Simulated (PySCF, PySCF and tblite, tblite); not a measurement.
# C6H9NOSi: telling isomers apart by computed NMR, part 2 of 3

PySCF and tblite. Atoms count from 0. The steps go on from the part before.

## Step 6: GFN2-xTB relaxation, isomer B, conformer 1

The job: settings as JSON, then the geometry in Å.

```
{"job": {"xc": "GFN2-xTB", "basis": "xTB", "kind": "relax"}, "charge": 0, "multiplicity": 1}
N      3.822000    -0.342600     1.192200
C      2.812500    -0.464300     0.601900
C      1.574500    -0.566900    -0.130100
C      0.714000     0.712300    -0.003400
C     -0.735600     0.223200    -0.162400
Si    -2.071800     1.458700     0.279500
C     -0.760800    -1.084300     0.622500
C      0.646900    -1.606400     0.434500
O      0.969600    -2.765300     0.696100
H      1.730200    -0.794800    -1.186400
H      0.990300     1.452300    -0.747300
H      0.851700     1.167900     0.992600
H     -0.882300    -0.018900    -1.221800
H     -3.396800     0.852400     0.053700
H     -1.922600     2.679800    -0.558000
H     -1.926000     1.830300     1.723100
H     -0.927500    -0.930400     1.700800
H     -1.497100    -1.796500     0.224000
```

The program printed:

```text
step      E/eV     max force
  0    -710.33582    3.918
  1    -709.96929   13.843
  2    -710.49205    2.204
  3    -710.47950    3.265
  4    -710.54699    0.619
  5    -710.55613    0.336
  6    -710.56322    0.345
  7    -710.56610    0.132
  8    -710.56724    0.080
  9    -710.56842    0.136
 10    -710.56936    0.131
 11    -710.57012    0.061
 12    -710.57067    0.048
 13    -710.57111    0.068
 14    -710.57148    0.062
 15    -710.57184    0.045
 16    -710.57224    0.049
 17    -710.57262    0.063
 18    -710.57291    0.059
 19    -710.57312    0.038
 20    -710.57312    0.038
 21    -710.57321    0.040
 22    -710.57338    0.136
 23    -710.57344    0.142
 24    -710.57357    0.052
 25    -710.57364    0.028
 26    -710.57380    0.062
 27    -710.57389    0.052
 28    -710.57399    0.024
 29    -710.57412    0.045
 30    -710.57425    0.058
 31    -710.57436    0.042
 32    -710.57446    0.028
 33    -710.57459    0.034
 34    -710.57476    0.064
 35    -710.57494    0.071
 36    -710.57511    0.048
 37    -710.57528    0.034
 38    -710.57546    0.044
 39    -710.57563    0.045
 40    -710.57578    0.034
 41    -710.57591    0.028
 42    -710.57605    0.041
 43    -710.57623    0.044
 44    -710.57643    0.037
 45    -710.57660    0.032
 46    -710.57675    0.028
 47    -710.57688    0.029
 48    -710.57704    0.031
 49    -710.57720    0.032
 50    -710.57734    0.033
 51    -710.57747    0.027
 52    -710.57759    0.026
 53    -710.57773    0.029
 54    -710.57789    0.030
 55    -710.57804    0.031
 56    -710.57818    0.025
 57    -710.57829    0.020
 58    -710.57834    0.015
 59    -710.57837    0.013
 60    -710.57840    0.012
 61    -710.57843    0.014
 62    -710.57846    0.013
 63    -710.57847    0.011
 64    -710.57848    0.006
 65    -710.57849    0.005
 66    -710.57849    0.006
 67    -710.57850    0.009
 68    -710.57850    0.009
 69    -710.57851    0.006
 70    -710.57851    0.007
 71    -710.57852    0.011
 72    -710.57853    0.014
 73    -710.57854    0.015
 74    -710.57855    0.006
 75    -710.57855    0.006
 76    -710.57856    0.010
 77    -710.57857    0.011
 78    -710.57857    0.010
 79    -710.57858    0.005
 80    -710.57858    0.004
 81    -710.57858    0.006
 82    -710.57858    0.005
 83    -710.57859    0.005
 84    -710.57859    0.004
```

Run time: 0.77 s. Hardware: 1 thread of AMD EPYC 7B13, shared host.

Gain 0.243 eV; displacement 0.11 Å root mean square.

**GFN2-xTB relaxation, isomer B, conformer 2**

The job: settings as JSON, then the geometry in Å.

```
{"job": {"xc": "GFN2-xTB", "basis": "xTB", "kind": "relax"}, "charge": 0, "multiplicity": 1}
N     -1.071500    -1.832200     2.455500
C     -1.282700    -1.210900     1.482100
C     -1.494100    -0.495600     0.244900
C     -0.488800    -0.850400    -0.859900
C      0.630900     0.198300    -0.796000
Si     2.120300    -0.220100     0.287500
C     -0.105300     1.490800    -0.416600
C     -1.257400     0.988500     0.420100
O     -1.945900     1.713500     1.118100
H     -2.525400    -0.655700    -0.122600
H     -0.993600    -0.778100    -1.827100
H     -0.124000    -1.890500    -0.768400
H      1.047000     0.319800    -1.800000
H      2.651900    -1.552900    -0.098800
H      1.685200    -0.207200     1.705300
H      3.166900     0.815400     0.103700
H      0.500500     2.200700     0.160200
H     -0.522800     1.972800    -1.299600
```

The program printed:

```text
step      E/eV     max force
  0    -710.35216    3.707
  1    -710.04687   12.727
  2    -710.47791    1.654
  3    -710.48273    2.333
  4    -710.52016    0.531
  5    -710.53262    0.360
  6    -710.54152    0.381
  7    -710.54563    0.199
  8    -710.54817    0.127
  9    -710.55109    0.244
 10    -710.55361    0.213
 11    -710.55554    0.095
 12    -710.55681    0.096
 13    -710.55777    0.105
 14    -710.55867    0.097
 15    -710.55972    0.090
 16    -710.56093    0.083
 17    -710.56206    0.082
 18    -710.56287    0.068
 19    -710.56347    0.053
 20    -710.56405    0.060
 21    -710.56473    0.086
 22    -710.56536    0.081
 23    -710.56583    0.042
 24    -710.56619    0.046
 25    -710.56653    0.051
 26    -710.56685    0.061
 27    -710.56714    0.042
 28    -710.56745    0.040
 29    -710.56784    0.066
 30    -710.56828    0.069
 31    -710.56867    0.063
 32    -710.56895    0.040
 33    -710.56917    0.051
 34    -710.56939    0.058
 35    -710.56961    0.042
 36    -710.56981    0.032
 37    -710.56981    0.032
 38    -710.56989    0.028
 39    -710.57001    0.134
 40    -710.57007    0.120
 41    -710.57015    0.067
 42    -710.57022    0.025
 43    -710.57036    0.045
 44    -710.57052    0.056
 45    -710.57063    0.040
 46    -710.57075    0.025
 47    -710.57084    0.029
 48    -710.57093    0.029
 49    -710.57100    0.025
 50    -710.57106    0.021
 51    -710.57112    0.023
 52    -710.57118    0.024
 53    -710.57125    0.024
 54    -710.57131    0.018
 55    -710.57137    0.025
 56    -710.57142    0.024
 57    -710.57147    0.020
 58    -710.57153    0.020
 59    -710.57158    0.016
 60    -710.57163    0.020
 61    -710.57168    0.018
 62    -710.57172    0.013
 63    -710.57176    0.014
 64    -710.57180    0.020
 65    -710.57184    0.022
 66    -710.57188    0.018
 67    -710.57191    0.016
 68    -710.57194    0.013
 69    -710.57197    0.016
 70    -710.57201    0.019
 71    -710.57206    0.020
 72    -710.57210    0.019
 73    -710.57214    0.015
 74    -710.57218    0.019
 75    -710.57222    0.016
 76    -710.57225    0.014
 77    -710.57228    0.010
 78    -710.57229    0.009
 79    -710.57231    0.010
 80    -710.57233    0.014
 81    -710.57236    0.015
 82    -710.57238    0.013
 83    -710.57241    0.012
 84    -710.57243    0.011
 85    -710.57245    0.015
 86    -710.57247    0.014
 87    -710.57250    0.010
 88    -710.57252    0.014
 89    -710.57256    0.019
 90    -710.57260    0.020
 91    -710.57265    0.015
 92    -710.57269    0.017
 93    -710.57273    0.017
 94    -710.57277    0.015
 95    -710.57281    0.014
 96    -710.57284    0.012
 97    -710.57287    0.014
 98    -710.57289    0.011
 99    -710.57291    0.011
100    -710.57293    0.011
101    -710.57296    0.012
102    -710.57298    0.010
103    -710.57299    0.009
104    -710.57300    0.016
105    -710.57301    0.056
106    -710.57302    0.011
107    -710.57303    0.014
108    -710.57304    0.012
109    -710.57304    0.009
110    -710.57305    0.008
111    -710.57305    0.009
112    -710.57306    0.005
113    -710.57306    0.003
```

It took 1 s on 1 thread of AMD EPYC 7B13, shared host.

Relaxing gained 0.221 eV and moved the atoms by 0.12 Å on average (rms).

## Step 7: Shieldings, isomer B, conformer 1: PBE0/pcSseg-1

The job: settings as JSON, then the geometry in Å.

```
{"job": {"xc": "PBE0", "basis": "pcSseg-1", "kind": "nmr", "pop": false}, "charge": 0, "multiplicity": 1}
N      3.665331    -0.319141     1.354655
C      2.744701    -0.440819     0.688202
C      1.558306    -0.548785    -0.117577
C      0.694194     0.722043    -0.076297
C     -0.742766     0.213116    -0.218056
Si    -2.067259     1.475592     0.324945
C     -0.730701    -1.074494     0.603896
C      0.637548    -1.673581     0.390202
O      0.962437    -2.813363     0.553426
H      1.855770    -0.807170    -1.140637
H      0.965844     1.427206    -0.860579
H      0.828629     1.218637     0.887637
H     -0.903695    -0.059589    -1.267085
H     -3.383842     0.872707     0.126508
H     -1.914987     2.679067    -0.490814
H     -1.842567     1.776275     1.739176
H     -0.820055    -0.859116     1.673321
H     -1.515650    -1.782267     0.340676
```

The program printed:

```text
coarse grid: 15872 points
cycle   1  E = -652.6732464490  dE =  1.347e+00  |g| = 8.756e-01  |ddm| = 3.982e+00
cycle   2  E = -652.0662243710  dE =  6.070e-01  |g| = 1.965e+00  |ddm| = 2.686e+00
cycle   3  E = -652.8288061215  dE = -7.626e-01  |g| = 1.670e-01  |ddm| = 2.001e+00
cycle   4  E = -652.8338788392  dE = -5.073e-03  |g| = 9.020e-02  |ddm| = 2.099e-01
cycle   5  E = -652.8355800825  dE = -1.701e-03  |g| = 3.470e-02  |ddm| = 9.168e-02
cycle   6  E = -652.8358059065  dE = -2.258e-04  |g| = 9.390e-03  |ddm| = 2.924e-02
cycle   7  E = -652.8358237238  dE = -1.782e-05  |g| = 2.701e-03  |ddm| = 8.447e-03
cycle   8  E = -652.8358252287  dE = -1.505e-06  |g| = 6.164e-04  |ddm| = 3.204e-03
final grid: 149728 points
cycle   9  E = -652.8987974128  dE = -2.624e-05  |g| = 1.179e-02  |ddm| = 3.524e-02
cycle  10  E = -652.8987174608  dE =  7.995e-05  |g| = 2.364e-02  |ddm| = 2.723e-02
cycle  11  E = -652.8988246319  dE = -1.072e-04  |g| = 2.021e-03  |ddm| = 1.923e-02
cycle  12  E = -652.8988254108  dE = -7.789e-07  |g| = 5.952e-04  |ddm| = 1.802e-03
cycle  13  E = -652.8988254697  dE = -5.892e-08  |g| = 2.786e-04  |ddm| = 5.705e-04
cycle  14  E = -652.8988254861  dE = -1.639e-08  |g| = 6.136e-05  |ddm| = 2.394e-04
cycle  15  E = -652.8988254869  dE = -8.292e-10  |g| = 1.345e-05  |ddm| = 6.753e-05
converged SCF energy = -652.8988254869

GIAO shielding tensors (ppm)
atom      isotropic    diamagn.    paramagn.     s11        s22        s33       span
  0 N      -33.685     339.396    -373.081   -201.547   -193.392    293.884    495.431
  1 C       64.848     258.847    -193.999    -56.789    -41.495    292.827    349.615
  2 C      148.957     252.339    -103.382    134.100    147.523    165.248     31.148
  3 C      148.884     247.763     -98.880    123.836    150.246    172.569     48.733
  4 C      167.095     252.871     -85.776    152.586    169.868    178.832     26.246
  5 Si     411.976     879.688    -467.712    370.701    402.150    463.078     92.378
  6 C      141.598     252.031    -110.433    123.436    137.628    163.730     40.295
  7 C      -27.230     249.316    -276.547   -109.844    -26.563     54.716    164.560
  8 O     -332.667     393.273    -725.941   -922.536   -427.892    352.427   1274.963
  9 H       28.876      28.658       0.217     24.915     27.727     33.984      9.069
 10 H       29.035      31.236      -2.201     24.250     28.304     34.549     10.299
 11 H       29.738      32.107      -2.369     24.534     30.796     33.884      9.350
 12 H       30.453      32.753      -2.299     26.861     27.783     36.717      9.857
 13 H       27.652      28.391      -0.739     23.950     25.562     33.444      9.493
 14 H       27.699      28.570      -0.871     24.107     25.767     33.224      9.116
 15 H       27.994      28.987      -0.993     24.744     26.525     32.712      7.968
 16 H       29.596      30.855      -1.259     25.835     28.676     34.276      8.440
 17 H       29.266      30.526      -1.260     24.925     28.082     34.791      9.866
```

Run time: 41 s. Hardware: 1 thread of AMD EPYC 7B13, shared host; peak memory 0.98 GiB.

In short: HOMO -7.74 eV, LUMO -1.30 eV; dipole 5.50 D.

## Step 8: Shieldings, isomer B, conformer 2: PBE0/pcSseg-1

The job: settings as JSON, then the geometry in Å.

```
{"job": {"xc": "PBE0", "basis": "pcSseg-1", "kind": "nmr", "pop": false}, "charge": 0, "multiplicity": 1}
N     -0.881769    -1.824499     2.358643
C     -1.133419    -1.221602     1.420668
C     -1.437721    -0.487151     0.219827
C     -0.485607    -0.844651    -0.929109
C      0.631398     0.203869    -0.857100
Si     2.025801    -0.235819     0.384613
C     -0.108926     1.473910    -0.439199
C     -1.228369     1.017929     0.458808
O     -1.873685     1.689645     1.210852
H     -2.491638    -0.671907    -0.015476
H     -1.024938    -0.762767    -1.876630
H     -0.108187    -1.863770    -0.842465
H      1.072508     0.330262    -1.849323
H      2.475240    -1.593107     0.081554
H      1.528194    -0.119242     1.750149
H      3.098554     0.733388     0.153062
H      0.512860     2.217713     0.058627
H     -0.579056     1.964116    -1.299158
```

The program printed:

```text
coarse grid: 15872 points
cycle   1  E = -652.6679836940  dE =  1.361e+00  |g| = 8.766e-01  |ddm| = 3.938e+00
cycle   2  E = -652.0606656628  dE =  6.073e-01  |g| = 1.966e+00  |ddm| = 2.647e+00
cycle   3  E = -652.8233145757  dE = -7.626e-01  |g| = 1.719e-01  |ddm| = 1.979e+00
cycle   4  E = -652.8286774376  dE = -5.363e-03  |g| = 9.212e-02  |ddm| = 2.159e-01
cycle   5  E = -652.8304224468  dE = -1.745e-03  |g| = 3.592e-02  |ddm| = 9.120e-02
cycle   6  E = -652.8306667644  dE = -2.443e-04  |g| = 9.148e-03  |ddm| = 2.944e-02
cycle   7  E = -652.8306836617  dE = -1.690e-05  |g| = 2.682e-03  |ddm| = 8.230e-03
cycle   8  E = -652.8306851455  dE = -1.484e-06  |g| = 6.162e-04  |ddm| = 3.137e-03
final grid: 149728 points
cycle   9  E = -652.8944069414  dE = -2.225e-05  |g| = 1.247e-02  |ddm| = 3.386e-02
cycle  10  E = -652.8943150966  dE =  9.184e-05  |g| = 2.519e-02  |ddm| = 2.923e-02
cycle  11  E = -652.8944374329  dE = -1.223e-04  |g| = 2.227e-03  |ddm| = 2.054e-02
cycle  12  E = -652.8944383895  dE = -9.565e-07  |g| = 6.265e-04  |ddm| = 1.902e-03
cycle  13  E = -652.8944384555  dE = -6.610e-08  |g| = 2.871e-04  |ddm| = 5.867e-04
cycle  14  E = -652.8944384730  dE = -1.749e-08  |g| = 5.543e-05  |ddm| = 2.474e-04
cycle  15  E = -652.8944384737  dE = -6.578e-10  |g| = 1.436e-05  |ddm| = 6.217e-05
converged SCF energy = -652.8944384737

GIAO shielding tensors (ppm)
atom      isotropic    diamagn.    paramagn.     s11        s22        s33       span
  0 N      -37.359     339.323    -376.682   -207.697   -188.509    284.130    491.827
  1 C       62.843     260.905    -198.062    -59.479    -42.498    290.507    349.986
  2 C      150.383     255.015    -104.632    138.095    147.500    165.554     27.459
  3 C      150.213     247.227     -97.015    130.288    155.685    164.665     34.376
  4 C      167.750     251.119     -83.368    147.031    172.380    183.840     36.809
  5 Si     410.164     880.354    -470.190    373.779    396.878    459.835     86.056
  6 C      142.344     252.060    -109.716    124.012    140.334    162.687     38.675
  7 C      -27.433     248.657    -276.089   -112.031    -27.447     57.180    169.210
  8 O     -344.578     395.325    -739.903   -945.659   -440.503    352.428   1298.086
  9 H       28.701      28.846      -0.145     24.352     27.493     34.257      9.905
 10 H       29.132      30.855      -1.722     23.765     27.724     35.907     12.142
 11 H       29.270      31.233      -1.963     26.079     27.377     34.353      8.275
 12 H       29.824      31.750      -1.927     25.903     26.868     36.701     10.798
 13 H       27.700      29.691      -1.991     24.377     25.656     33.066      8.689
 14 H       27.342      30.143      -2.801     23.411     27.460     31.155      7.743
 15 H       27.770      29.377      -1.607     24.212     25.509     33.590      9.378
 16 H       29.317      30.791      -1.473     25.194     28.605     34.153      8.959
 17 H       29.127      29.861      -0.735     24.795     26.868     35.716     10.921
```

It took 37 s on 1 thread of AMD EPYC 7B13, shared host; peak memory 0.99 GiB.

In short: HOMO -7.83 eV, LUMO -1.38 eV; dipole 5.26 D.

## Step 9: The ensemble, isomer B: properties at PBE0/pcSseg-1

The job: settings as JSON, then the geometry in Å.

```
{"job": {"study": "conf", "smiles": "N#C[C@@H]1C[C@H]([SiH3])CC1=O", "search": {"seed": 6785, "n_embed": 60, "ff_keep": 14, "window": 2.5, "nmax": 6, "temps": [250, 298.15, 350], "t_ref": 298.15, "order": 0.002}, "level": {"nmr": {"xc": "PBE0", "basis": "pcSseg-1"}}, "kind": "conf"}, "charge": 0, "multiplicity": 1}
N      3.665331    -0.319141     1.354655
C      2.744701    -0.440819     0.688202
C      1.558306    -0.548785    -0.117577
C      0.694194     0.722043    -0.076297
C     -0.742766     0.213116    -0.218056
Si    -2.067259     1.475592     0.324945
C     -0.730701    -1.074494     0.603896
C      0.637548    -1.673581     0.390202
O      0.962437    -2.813363     0.553426
H      1.855770    -0.807170    -1.140637
H      0.965844     1.427206    -0.860579
H      0.828629     1.218637     0.887637
H     -0.903695    -0.059589    -1.267085
H     -3.383842     0.872707     0.126508
H     -1.914987     2.679067    -0.490814
H     -1.842567     1.776275     1.739176
H     -0.820055    -0.859116     1.673321
H     -1.515650    -1.782267     0.340676
```

The program printed:

```text
conformer  sym    E(xTB)   E(DFT)   G(298.15 K)  weight  dipole/D
    1     C1      0.000    0.000    0.000   0.9794    5.495
    2     C1      0.128    1.892    2.287   0.0207    5.255

mean shielding (ppm) by class
class atoms           250 K   298.15 K      350 K
  0 N  0            -33.726    -33.761    -33.806
  1 C  1             64.826     64.806     64.782
  2 C  2            148.973    148.986    149.004
  3 C  3            148.898    148.911    148.927
  4 C  4            167.103    167.109    167.117
  5 Si 5            411.956    411.939    411.917
  6 C  6            141.606    141.613    141.623
  7 C  7            -27.233    -27.235    -27.237
  8 O  8             -332.8   -332.913   -333.061
  9 H  9             28.874     28.872      28.87
 10 H  10            29.036     29.037     29.038
 11 H  11            29.733     29.728     29.722
 12 H  12            30.447      30.44     30.433
 13 H  13,14,15       27.78     27.778     27.776
 14 H  16            29.593      29.59     29.586
 15 H  17            29.265     29.263     29.262
```

Wall time 82 s (1 thread of AMD EPYC 7B13, shared host). This counts the runs that the step sums up.

The search (ETKDG and KDG, MMFF94s, GFN2-xTB) embedded 60 structures, kept 2 distinct ones after the force field and 2 after xTB; 2 were carried on (window 2.5 kcal/mol at the search's own energies). Energies: PBE0/pcSseg-1 with D3(BJ).

The conformers at 298 K:

```tsv
no.	group	mirror pair	ΔE xTB	ΔE DFT	ΔG	weight (%)	μ (D)	A, B, C (GHz)
1	C1	no	0.00	0.00	0.00	97.9	5.50	2.50, 0.85, 0.68
2	C1	no	0.13	1.89	2.29	2.1	5.25	1.70, 1.32, 1.01
```

Energies in kcal/mol. ΔG holds xTB vibrations and rotation, symmetry numbers and mirror pairs.

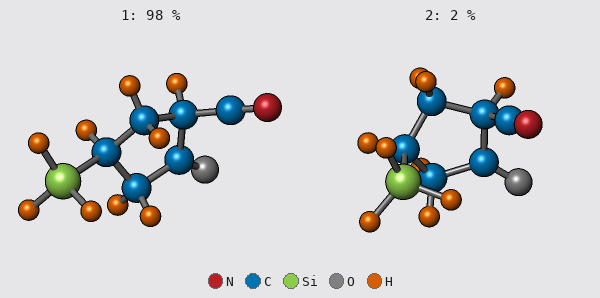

The conformers with their weights.

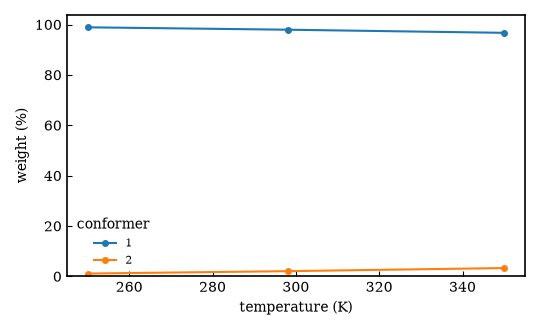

Weights against temperature.

How the weights hang on the way they are made:

```tsv
scheme	1	2	mean μ (D)
DFT free energy	98	2	5.49
DFT energy, symmetry counted	96	4	5.49
DFT energy alone	96	4	5.49
xTB energy, symmetry counted	55	45	5.39
xTB free energy	71	29	5.42
lowest conformer only	100	0	5.50
equal weights	50	50	5.38
```

Shifts against references run at the same level (¹H TMS 31.72, ¹⁵N NH3 267.7, ¹³C TMS 186.9, ¹⁷O H2O 336.1, ²⁹Si TMS 349.2 ppm of shielding), by class of atoms, at 298 K:

```tsv
atoms	environment	no. 1	no. 2	average
C7	ketone carbonyl carbon	214.2	214.4	214.2
C1	nitrile carbon	122.1	124.1	122.1
C6	sp3 CH2 α to a carbonyl	45.3	44.6	45.3
C3	sp3 CH2 in a ring	38.0	36.7	38.0
C2	sp3 CH α to a carbonyl	38.0	36.5	37.9
C4	sp3 CH bonded to Si	19.8	19.2	19.8
H13, H14, H15	hydrogen on a silicon bonded to C	3.93	4.11	3.94
H9	hydrogen on an sp3 CH α to a carbonyl	2.84	3.02	2.84
H10	hydrogen on an sp3 CH2 in a ring	2.68	2.58	2.68
H17	hydrogen on an sp3 CH2 α to a carbonyl	2.45	2.59	2.45
H16	hydrogen on an sp3 CH2 α to a carbonyl	2.12	2.40	2.13
H11	hydrogen on an sp3 CH2 in a ring	1.98	2.45	1.99
H12	hydrogen on an sp3 CH bonded to Si	1.26	1.89	1.28
N0	nitrile nitrogen	301.4	305.1	301.5
Si5	silicon bonded to C, 3 H	-62.8	-61.0	-62.8
O8	ketone oxygen	668.7	680.7	669.0
```

Effective distances for nuclear Overhauser effects, ⟨r⁻⁶⟩^(−1/6) over all pairs of two classes (Å): H16···H17 1.76; H10···H11 1.77; H9···H10 2.42; H10···H12 2.42; H12···H17 2.43; H11···H16 2.78; H9···H12 2.87; H11···H12 3.03.

(Continued in part 3 of 3.)
